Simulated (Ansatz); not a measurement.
KPH2SO3 (space group Cm)

```xyz
8
Lattice="3.2576 -3.1555 0.0000 3.2576 3.1555 0.0000 -1.9802 0.0000 5.5815" Properties=species:S:1:pos:R:3 pbc="T T T"
K      4.2908     0.0000     3.4058
H      2.9939     1.9514     1.0674
H      2.9939    -1.9514     1.0674
P      2.0250     0.0000     0.6155
S      0.9629     0.0000     4.4497
O      0.4984     0.0000     0.5339
O      2.4393     1.2307     1.5241
O      2.4393    -1.2307     1.5241
```

This relaxed cell (volume V₀) is scaled evenly in all directions, its shape held. The atoms relax within the cell's symmetry.

The numbers are results of r2SCAN (plane waves to 500 eV, PAW, scalar-relativistic; Ansatz, a program for electronic structure), not measurements. k mesh 8×8×6 (Γ-centred), Fermi-Dirac smearing 0.05 eV. Energies are smeared free energies. With the shape held, the modulus is that of even scaling; a crystal free to change shape is softer. KPH2SO3 was relaxed with its symmetry unable to fall. The zero of ΔE is the relaxed starting cell.

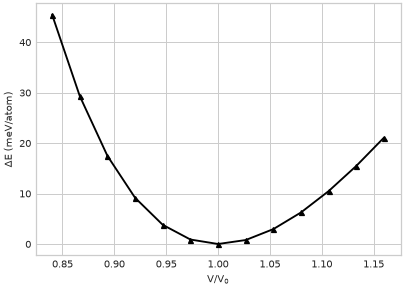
Figure. ΔE (meV/atom) against V/V₀; computed points joined by lines.

The equilibrium volume of the fit is 14.34 Å³/atom. The energy cost of the largest expansion is 21.1 meV/atom, the bulk modulus at fixed cell shape B₀ (third-order Birch-Murnaghan fit) is 26.2 GPa and the pressure derivative B₀′ (fit) is 6.1. The pressure at the smallest volume is 7.75 GPa.

(Under strain, the slope of the energy per volume gives the stress and its curvature an elastic modulus.)
